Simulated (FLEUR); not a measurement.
# CrO2: which magnetic order is lowest, part 2 of 2

Does CrO2 prefer parallel or opposed moments?

FLEUR MaX-R8.1; LDA (Perdew-Zunger) with U = 4.4 eV, J = 0.9 eV on Cr d; all-electron FLAPW, Dirac cores, scalar-relativistic bands.

So far. Step 2 (Start 1: ferro ++): After 26 cycles the largest moment stands at 2.23 μB.

## Step 3: Run 2 (antiferro +-)

Reversing part of the moments tests the sign of the couplings between them.

File inp.xml:

```
<?xml version="1.0" encoding="UTF-8" standalone="no"?>
<fleurInput fleurInputVersion="0.39">
   <comment>
      CrO2
   </comment>
   <calculationSetup>
      <cutoffs Kmax="4.4" Gmax="13.2" GmaxXC="13.2" numbands="0"/>
      <scfLoop itmax="130" minDistance="0.0001" maxIterBroyd="15" imix="Anderson" alpha="0.05" precondParam="0.0" spinf="2.0" sdNocoIR="T"/>
      <coreElectrons ctail="T" frcor="F" kcrel="0" coretail_lmax="0"/>
      <xcFunctional name="pz" relativisticCorrections="F"/>
      <magnetism jspins="2"/>
      <soc l_soc="F" theta="0.0" phi="0.0" spav="F"/>
      <expertModes spex="0" secvar="F"/>
      <geometryOptimization l_f="F" forcealpha="1.0" forcemix="BFGS" epsdisp="0.00001" epsforce="0.00001"/>
      <ldaU l_linMix="F" mixParam="0.05" spinf="1.0"/>
   </calculationSetup>
   <cell>
      <bzIntegration valenceElectrons="52.0" mode="hist" fermiSmearingEnergy="0.00183747">
         <kPointListSelection listName="default-1"/>
         <xi:include xmlns:xi="http://www.w3.org/2001/XInclude" href="kpts.xml"> </xi:include>
      </bzIntegration>
      <xi:include xmlns:xi="http://www.w3.org/2001/XInclude" href="sym.xml"> </xi:include>
      <bulkLattice scale="1.0">
         <bravaisMatrix>
            <row-1>    8.4055981907253461     0.0000000000000000     0.0000000000000000</row-1>
            <row-2>    0.0000000000000000     8.5590137166138440     0.0000000000000000</row-2>
            <row-3>    0.0000000000000000     0.0000000000000000     5.6426541779151140</row-3>
         </bravaisMatrix>
      </bulkLattice>
   </cell>
   <atomSpecies>
      <species name="Chromium (3.000" element="Cr" atomicNumber="24">
         <mtSphere radius="2.26" gridPoints="747" logIncrement="0.016"/>
         <atomicCutoffs lmax="8" lnonsphr="6"/>
         <electronConfig flipSpins="F">
            <coreConfig>(1s1/2) (2s1/2) (2p1/2) (2p3/2)</coreConfig>
            <valenceConfig>(3s1/2) (3p1/2) (3p3/2) (4s1/2) (3d3/2) (3d5/2)</valenceConfig>
            <stateOccupation state="(4s1/2)" spinUp="0.5" spinDown="0.5"/>
            <stateOccupation state="(3d3/2)" spinUp="1.0" spinDown="1.0"/>
            <stateOccupation state="(3d5/2)" spinUp="3.0" spinDown="0.0"/>
         </electronConfig>
         <energyParameters s="4" p="4" d="3" f="4"/>
         <ldaU l="2" U="4.4" J="0.9" l_amf="F"/>
         <lo type="SCLO" l="0" n="3" eDeriv="0"/>
         <lo type="SCLO" l="1" n="3" eDeriv="0"/>
      </species>
      <species name="Chromium (-3.000" element="Cr" atomicNumber="24">
         <mtSphere radius="2.26" gridPoints="747" logIncrement="0.016"/>
         <atomicCutoffs lmax="8" lnonsphr="6"/>
         <electronConfig flipSpins="F">
            <coreConfig>(1s1/2) (2s1/2) (2p1/2) (2p3/2)</coreConfig>
            <valenceConfig>(3s1/2) (3p1/2) (3p3/2) (4s1/2) (3d3/2) (3d5/2)</valenceConfig>
            <stateOccupation state="(4s1/2)" spinUp="0.5" spinDown="0.5"/>
            <stateOccupation state="(3d3/2)" spinUp="1.0" spinDown="1.0"/>
            <stateOccupation state="(3d5/2)" spinUp="0.0" spinDown="3.0"/>
         </electronConfig>
         <energyParameters s="4" p="4" d="3" f="4"/>
         <ldaU l="2" U="4.4" J="0.9" l_amf="F"/>
         <lo type="SCLO" l="0" n="3" eDeriv="0"/>
         <lo type="SCLO" l="1" n="3" eDeriv="0"/>
      </species>
      <species name="Oxygen (O)" element="O" atomicNumber="8">
         <mtSphere radius="1.27" gridPoints="421" logIncrement="0.025"/>
         <atomicCutoffs lmax="6" lnonsphr="4"/>
         <electronConfig flipSpins="F">
            <coreConfig>(1s1/2)</coreConfig>
            <valenceConfig>(2s1/2) (2p1/2) (2p3/2)</valenceConfig>
            <stateOccupation state="(2p1/2)" spinUp="0.666667" spinDown="0.666667"/>
            <stateOccupation state="(2p3/2)" spinUp="1.333333" spinDown="1.333333"/>
         </electronConfig>
         <energyParameters s="2" p="2" d="3" f="4"/>
      </species>
   </atomSpecies>
   <atomGroups>
      <atomGroup species="Chromium (3.000">
         <relPos label="                   1">1.000/2.000 1.000/2.000 1.000/2.000</relPos>
         <force calculate="T" relaxXYZ="TTT"/>
      </atomGroup>
      <atomGroup species="Chromium (-3.000">
         <relPos label="                   2">.0000000000 .0000000000 .0000000000</relPos>
         <force calculate="T" relaxXYZ="TTT"/>
      </atomGroup>
      <atomGroup species="Oxygen (O)">
         <relPos label="                   3">-.2070310000 .1898170000 1.000/2.000</relPos>
         <relPos label="                   4">.2070310000 -.1898170000 1.000/2.000</relPos>
         <force calculate="T" relaxXYZ="TTT"/>
      </atomGroup>
      <atomGroup species="Oxygen (O)">
         <relPos label="                   5">-.2929690000 -.3101830000 .0000000000</relPos>
         <relPos label="                   6">.2929690000 .3101830000 .0000000000</relPos>
         <force calculate="T" relaxXYZ="TTT"/>
      </atomGroup>
   </atomGroups>
   <output dos="F" band="F" slice="F">
      <bandDOS minEnergy="-.5*Htr" maxEnergy="0.5*Htr" sigma="0.015" storeEVData="T"/>
      <plotting iplot="0" polar="F">
         <plot TwoD="T" vec1="  1.0  0.0  0.0" vec2="  0.0  1.0  0.0" vec3="  0.0  0.0  1.0" zero="  0.0  0.0  0.0" file="plot"/>
      </plotting>
      <moessbauerParams electricFieldGradient="F" isomerShift="F" coreHyperfine="F" valenceHyperfine="F"/>
   </output>
</fleurInput>
```

File crystal.txt:

```
CrO2
&input film=F cartesian=F /
4.44805100660  0.00000000000  0.00000000000
0.00000000000  4.52923500670  0.00000000000
0.00000000000  0.00000000000  2.98596400000
1.8897261246
1.0 1.0 1.0

6
24 0.50000000000  0.50000000000  0.50000000000 : 3.000
24 0.00000000000  0.00000000000  0.00000000000 : -3.000
8 0.79296900000  0.18981700000  0.50000000000
8 0.20703100000  0.81018300000  0.50000000000
8 0.70703100000  0.68981700000  0.00000000000
8 0.29296900000  0.31018300000  0.00000000000

&kpt div1=8 div2=8 div3=8 gamma=T /
```

On the command line:

```sh
$ OMP_NUM_THREADS=1 inpgen -f crystal.txt > inpgen.log  # inp.xml is then edited as shown
$ OMP_NUM_THREADS=1 mpirun -n 4 fleur_MPI > fleur.log
```

Log:

```text
[banner, memory and clock lines left out]
Welcome to FLEUR        (www.flapw.de)
      MaX-Release 8.1          (www.max-centre.eu)

 ========== k-point set info ==========
 Selected k-point list: default-1
 k-point list type: mesh
 0 x 0 x 0
 Number of k points: 172

 ------------Calculation Setup---------------------------
 Number of PE/node        :            4
 Number of OMP-threads    :            1
 k-points in parallel     :            4
 pe's per k-point         :            1
 No of k-point loops      :           43
 Eigenvalue solver        :       lapack
 Number of basis functions:          636
 Approximate size of matrices (H+S) per k-point:         0.006 GB
 no density matrix found ... skipping LDA+U
 Reset of history
 Iteration:     1   Distance:      51.07775992 me/bohr^3
 Iteration:     2   Distance:      45.70921158 me/bohr^3
 Iteration:     3   Distance:      39.13077848 me/bohr^3
 Iteration:     4   Distance:      36.66124804 me/bohr^3
 Iteration:     5   Distance:      24.17197603 me/bohr^3
 Iteration:     6   Distance:      25.34648781 me/bohr^3
 Iteration:     7   Distance:      25.38904577 me/bohr^3
 Iteration:     8   Distance:      22.38612322 me/bohr^3
 Iteration:     9   Distance:       4.21362574 me/bohr^3
 Iteration:    10   Distance:       2.75733825 me/bohr^3
 Iteration:    11   Distance:       1.36606735 me/bohr^3
 Iteration:    12   Distance:       0.75290753 me/bohr^3
 Iteration:    13   Distance:       0.94362186 me/bohr^3
 Iteration:    14   Distance:       0.16487802 me/bohr^3
 Iteration:    15   Distance:       0.29661607 me/bohr^3
 Iteration:    16   Distance:       0.06315585 me/bohr^3
 Iteration:    17   Distance:       0.05347267 me/bohr^3
 Iteration:    18   Distance:       0.03568687 me/bohr^3
 Iteration:    19   Distance:       0.01935086 me/bohr^3
 Iteration:    20   Distance:       0.00863328 me/bohr^3
 Iteration:    21   Distance:       0.00680494 me/bohr^3
 Iteration:    22   Distance:       0.00446643 me/bohr^3
 Iteration:    23   Distance:       0.00300173 me/bohr^3
 Iteration:    24   Distance:       0.00183745 me/bohr^3
 Iteration:    25   Distance:       0.00157672 me/bohr^3
 Iteration:    26   Distance:       0.00054131 me/bohr^3
 Iteration:    27   Distance:       0.00037713 me/bohr^3
 Iteration:    28   Distance:       0.00026126 me/bohr^3
 Iteration:    29   Distance:       0.00006426 me/bohr^3

 ********************************************************************
 Run finished successfully
 Stop message:
   all done
 ********************************************************************

--- out.xml (last complete iteration) ---
<iteration numberForCurrentRun="   29" overallNumber="   29">
         [... left out ...]
         <bandgap value="0.0745415817" units="eV"/>
         <sumValenceSingleParticleEnergies value="-26.7637012147" units="Htr"/>
         <FermiEnergy value="0.2245359889" units="Htr"/>
         <valenceDensity>
            <mtCharges spin="1">
               <mtCharge atomType="1" total="7.1828937" s="1.1399236" p="3.1917589" d="2.7708874" f="0.0590431"/>
               <mtCharge atomType="2" total="5.2915624" s="1.1316138" p="3.1837507" d="0.8963930" f="0.0581197"/>
               <mtCharge atomType="3" total="1.9647868" s="0.6204456" p="1.3425158" d="0.0015607" f="0.0002237"/>
               <mtCharge atomType="4" total="1.9840034" s="0.6205399" p="1.3612016" d="0.0019350" f="0.0002783"/>
            </mtCharges>
            <mtCharges spin="2">
               <mtCharge atomType="1" total="5.2915624" s="1.1316138" p="3.1837507" d="0.8963930" f="0.0581197"/>
               <mtCharge atomType="2" total="7.1828937" s="1.1399236" p="3.1917589" d="2.7708873" f="0.0590431"/>
               <mtCharge atomType="3" total="1.9840034" s="0.6205399" p="1.3612016" d="0.0019350" f="0.0002783"/>
               <mtCharge atomType="4" total="1.9647868" s="0.6204456" p="1.3425158" d="0.0015607" f="0.0002237"/>
            </mtCharges>
            <spinDependentCharge spin="1" total="26.0000000" interstitial="5.6279634" mtSpheres="20.3720366"/>
            <spinDependentCharge spin="2" total="26.0000000" interstitial="5.6279634" mtSpheres="20.3720366"/>
            <totalCharge value="52.0000000000"/>
         </valenceDensity>
         [... left out ...]
         <magneticMomentsInMTSpheres units="muBohr">
            <globalMagMoment atomType="1" vec="0.00000   0.00000   1.89133"/>
            <localMagMoment atomType="1" vec="0.00000   0.00000   1.89133"/>
            <globalMagMoment atomType="2" vec="0.00000   0.00000  -1.89133"/>
            <localMagMoment atomType="2" vec="0.00000   0.00000  -1.89133"/>
            <globalMagMoment atomType="3" vec="0.00000   0.00000  -0.01922"/>
            <localMagMoment atomType="3" vec="0.00000   0.00000  -0.01922"/>
            <globalMagMoment atomType="4" vec="0.00000   0.00000   0.01922"/>
            <localMagMoment atomType="4" vec="0.00000   0.00000   0.01922"/>
         </magneticMomentsInMTSpheres>
         [... left out ...]
         <totalEnergy value="    -2396.7922140394" units="Htr">
            <sumOfEigenvalues value="    -1374.7784778201">
               <coreElectrons value="-1348.0147766054"/>
               <valenceElectrons value="-26.7637012147"/>
            </sumOfEigenvalues>
            <densityCoulombPotentialIntegral value="-3626.3011661151"/>
            <densityEffectivePotentialIntegral value="-3792.1480688054"/>
            <chargeDenXCDenIntegral value="-125.4481249400"/>
            <FockExchangeEnergyValence value="0.0000000000"/>
            <FockExchangeEnergyCore value="0.0000000000"/>
         [... left out ...]
            <dftUCorrection value="-0.3032880718"/>
            <tkbTimesEntropy value="0.0000818073"/>
            <freeEnergy value="-2396.7922958467"/>
            <extrapolationTo0K value="-2396.7922549431"/>
         </totalEnergy>
         [... left out ...]
         <ldaUDensityMatrixConvergence>
            <distance spin="1" distance="0.000009"/>
            <distance spin="2" distance="0.000009"/>
         </ldaUDensityMatrixConvergence>
         <densityConvergence units="me/bohr^3">
            <chargeDensity spin="1" distance="0.0000441640"/>
            <chargeDensity spin="2" distance="0.0000441741"/>
            <overallChargeDensity distance="0.0000642560"/>
            <spinDensity distance="0.0000606201"/>
         </densityConvergence>
      </iteration>
```

The job ended after 6.2 min (4 MPI ranks of Intel Xeon Platinum 8259CL at 2.50GHz (Skylake/Cascade Lake), shared host; peak memory 0.46 GiB).

Spin moment in the muffin-tin sphere by atom:

| atom | spin moment in the muffin-tin sphere (μB) |
| --- | --- |
| Cr1 | 1.89 |
| Cr2 | -1.89 |
| O3 | -0.02 |
| O4 | -0.02 |
| O5 | 0.02 |
| O6 | 0.02 |

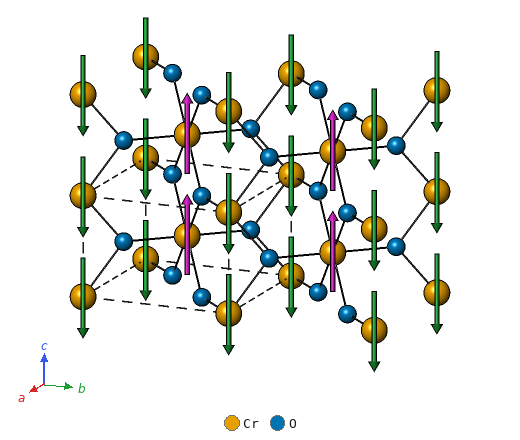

Spin moment in the muffin-tin sphere as arrows, the longest 1.89 μB. Up and down stand for the sign. Arrows give size and sign along the axis of quantisation, drawn up and down the page. The two directions have two colours. 1×2×2 cells are drawn. Some periodic images of atoms are drawn too.

This step gave:

```
free energy                                                       : -65220.0409 eV
program's band gap on this mesh (in a metal only a level spacing) : 0.07454 eV
magnetization                                                     : 0 μB
final state                                                       : antiferromagnetic
```

It lies 133 meV a seeded atom over the first start, and its largest moment is 1.89 μB against 2.23 μB.

## Step 4: Run 3 (no spin polarisation)

A spinless run shows what the cell costs with no moments; under a U that can hold a penalty on part-filled orbitals beside the lost exchange.

Changes to inp.xml since step 3:

```diff
@@ -10,3 +10,3 @@
       <xcFunctional name="pz" relativisticCorrections="F"/>
-      <magnetism jspins="2"/>
+      <magnetism jspins="1"/>
       <soc l_soc="F" theta="0.0" phi="0.0" spav="F"/>
@@ -31,3 +31,3 @@
    <atomSpecies>
-      <species name="Chromium (3.000" element="Cr" atomicNumber="24">
+      <species name="Chromium (Cr)" element="Cr" atomicNumber="24">
          <mtSphere radius="2.26" gridPoints="747" logIncrement="0.016"/>
@@ -37,20 +37,5 @@
             <valenceConfig>(3s1/2) (3p1/2) (3p3/2) (4s1/2) (3d3/2) (3d5/2)</valenceConfig>
-            <stateOccupation state="(4s1/2)" spinUp="0.5" spinDown="0.5"/>
-            <stateOccupation state="(3d3/2)" spinUp="1.0" spinDown="1.0"/>
-            <stateOccupation state="(3d5/2)" spinUp="3.0" spinDown="0.0"/>
-         </electronConfig>
-         <energyParameters s="4" p="4" d="3" f="4"/>
-         <ldaU l="2" U="4.4" J="0.9" l_amf="F"/>
-         <lo type="SCLO" l="0" n="3" eDeriv="0"/>
-         <lo type="SCLO" l="1" n="3" eDeriv="0"/>
-      </species>
-      <species name="Chromium (-3.000" element="Cr" atomicNumber="24">
-         <mtSphere radius="2.26" gridPoints="747" logIncrement="0.016"/>
-         <atomicCutoffs lmax="8" lnonsphr="6"/>
-         <electronConfig flipSpins="F">
-            <coreConfig>(1s1/2) (2s1/2) (2p1/2) (2p3/2)</coreConfig>
-            <valenceConfig>(3s1/2) (3p1/2) (3p3/2) (4s1/2) (3d3/2) (3d5/2)</valenceConfig>
-            <stateOccupation state="(4s1/2)" spinUp="0.5" spinDown="0.5"/>
-            <stateOccupation state="(3d3/2)" spinUp="1.0" spinDown="1.0"/>
-            <stateOccupation state="(3d5/2)" spinUp="0.0" spinDown="3.0"/>
+            <stateOccupation state="(4s1/2)" spinUp="0.500000" spinDown="0.500000"/>
+            <stateOccupation state="(3d3/2)" spinUp="1.000000" spinDown="1.000000"/>
+            <stateOccupation state="(3d5/2)" spinUp="1.500000" spinDown="1.500000"/>
          </electronConfig>
@@ -74,7 +59,4 @@
    <atomGroups>
-      <atomGroup species="Chromium (3.000">
+      <atomGroup species="Chromium (Cr)">
          <relPos label="                   1">1.000/2.000 1.000/2.000 1.000/2.000</relPos>
-         <force calculate="T" relaxXYZ="TTT"/>
-      </atomGroup>
-      <atomGroup species="Chromium (-3.000">
          <relPos label="                   2">.0000000000 .0000000000 .0000000000</relPos>
@@ -85,5 +67,2 @@
          <relPos label="                   4">.2070310000 -.1898170000 1.000/2.000</relPos>
-         <force calculate="T" relaxXYZ="TTT"/>
-      </atomGroup>
-      <atomGroup species="Oxygen (O)">
          <relPos label="                   5">-.2929690000 -.3101830000 .0000000000</relPos>
```

Changes to crystal.txt since step 3:

```diff
@@ -9,4 +9,4 @@
 6
-24 0.50000000000  0.50000000000  0.50000000000 : 3.000
-24 0.00000000000  0.00000000000  0.00000000000 : -3.000
+24 0.50000000000  0.50000000000  0.50000000000
+24 0.00000000000  0.00000000000  0.00000000000
 8 0.79296900000  0.18981700000  0.50000000000
```

Log:

```text
[banner, memory and clock lines left out]
Welcome to FLEUR        (www.flapw.de)
      MaX-Release 8.1          (www.max-centre.eu)

 ========== k-point set info ==========
 Selected k-point list: default-1
 k-point list type: mesh
 0 x 0 x 0
 Number of k points: 128

 [... set-up left out ...]
 no density matrix found ... skipping LDA+U
 Reset of history
 Iteration:     1   Distance:      50.42425239 me/bohr^3
 Iteration:     2   Distance:      44.61257287 me/bohr^3
 Iteration:     3   Distance:      36.84548326 me/bohr^3
[...]
<sumOfEigenvalues value="    -1374.8743059011">
               <coreElectrons value="-1348.2293674928"/>
               <valenceElectrons value="-26.6449384082"/>
            </sumOfEigenvalues>
         [... left out ...]
            <freeEnergy value="-2396.6683682499"/>
            <extrapolationTo0K value="-2396.6671745884"/>
         </totalEnergy>
         [... left out ...]
         <ldaUDensityMatrixConvergence>
            <distance spin="1" distance="0.000004"/>
         </ldaUDensityMatrixConvergence>
         <densityConvergence units="me/bohr^3">
            <chargeDensity spin="1" distance="0.0000367272"/>
         </densityConvergence>
      </iteration>
```

Run time: 3.5 min. Hardware: 4 MPI ranks; peak memory 0.3 GiB; 14 min of CPU time.

Numbers from this step:

```yaml
free_energy: -65216.6687 eV
program_s_band_gap_on_this_mesh_in_a_metal_only_a_level_spacing: 0.001896 eV
final_state: non-magnetic (no spin polarisation)
```

It lies 1819 meV a seeded atom over the first start.

## Step 5: The states side by side

Free energies are divided by the number of seeded atoms.

Orders:

```csv
start,final state,typed order kept,energy over the lowest (meV a seeded atom),largest sphere moment (μB),net moment (μB a primitive cell),mesh matched,CPU time (s)
ferro ++,"ferromagnetic, with opposed induced moments",yes,0,2.23,4,yes,898.2
antiferro +-,antiferromagnetic,yes,132.5,1.891,0,yes,1476
no spin polarisation,non-magnetic,-,1819,0,0,yes,836.1
```

## Step 6: What came out

| Property | Result |
| --- | --- |
| lowest state found | ferromagnetic (typed ferro ++) |
| largest site spin moment | 2.23 μB |
| next finished state | antiferromagnetic, 133 meV a seeded atom higher |
| spinless run over the lowest (under a U no clean measure of the moments) | 1819 meV a seeded atom |

The lowest state found is ferromagnetic, reached from the start ferro ++, with moments up to 2.23 μB. The next finished state costs 133 meV a seeded atom. Under a U a spinless run can be left with part-filled orbitals, which the U penalises, or fall into a low-spin state, so its energy is no clean measure of what the moments gain. Only 3 starts were tried; other patterns of signs, canted and longer-period orders were not.

[Logs and program files are shortened in this print: banners, set-up blocks, solver, clock and traceback lines can be left out without a mark of their own.]

[Logs are printed without paths, hosts, clocks, repeated set-up lines and the standing remarks that a program may print on its own settings, such as how far it seeks lower states.]

[Hosts, paths, dates, database ids (printed as entryN), source tags and the programs' standing remarks are cut or masked in the printed files.]

[Where a cell is said to come from a database of computed structures, the database is the Materials Project.]
